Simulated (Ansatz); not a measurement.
System: C₃H₂BF (SMILES C#CC=BF).

Input

```
crystal:
  periodic: [false, false, false]
  atoms:
    - {symbol: C, position_ang: [-0.848013, 0.614075, -1.282314]}
    - {symbol: C, position_ang: [-0.868011, 0.587266, -0.066983]}
    - {symbol: C, position_ang: [-0.889023, 0.553512, 1.349539]}
    - {symbol: B, position_ang: [-0.095857, -0.316909, 2.104772]}
    - {symbol: F, position_ang: [0.617494, -1.101099, 2.817839]}
    - {symbol: H, position_ang: [-0.834503, 0.642016, -2.355225]}
    - {symbol: H, position_ang: [-1.555632, 1.238432, 1.890003]}
basis:
  gaussian: {orbitals: def2-TZVPD}
hamiltonian: {xc: {name: PBE0}}
output: {forces: true, orbitals: {seedname: orbitals}}
```

Command:

```sh
ansatz run input.yaml --threads 1 --pin off --max-ram 2610MiB --events-out events.jsonl --progress --plain --runs-dir runs
```

Geometry: PBE0-D3(BJ)/def2-SVP.

These are results of Ansatz 0.2.0, isolated molecule in a Gaussian basis; Kohn-Sham density functional theory, functional PBE0, not measurements.

Question: Predict the electron density and electron localisation function between the atoms.

Answer: C–C (1.22 Å): the density is about 2.7 e/Å³ at the midpoint; the ELF peaks at about 0.85 between the atoms (a multiple bond).
B–F (1.28 Å): ρ at the midpoint is about 2.5 e/Å³; the ELF peaks at about 0.85 between the atoms: a short, strongly polar bond.
C–B (1.40 Å): ρ is about 1.8 e/Å³ halfway; the ELF peaks at about 0.90 between the atoms; localised, covalent bonding.
C–H (1.07 Å): ρ is about 2.1 e/Å³ halfway; the ELF climbs to about 1 towards the hydrogen, as it does in any bond to H (an ordinary covalent bond to hydrogen).

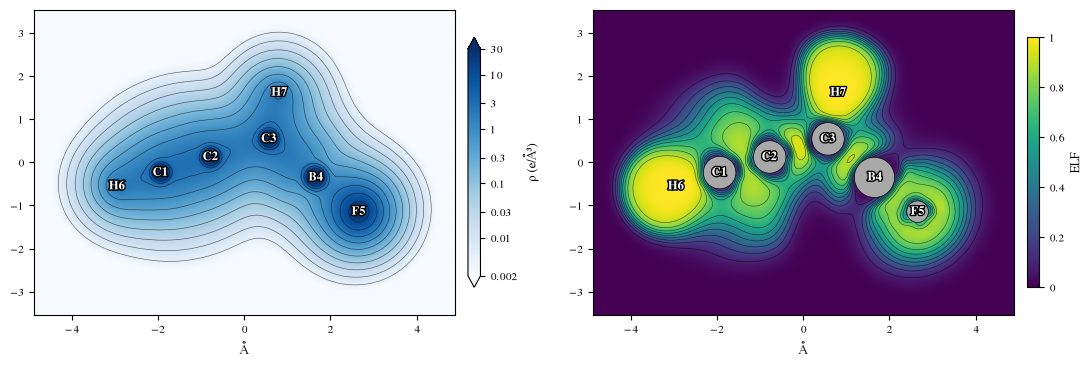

Computed electron density and electron localisation function on the molecular plane, in this order. Grey discs cover the atomic cores in the ELF map. 
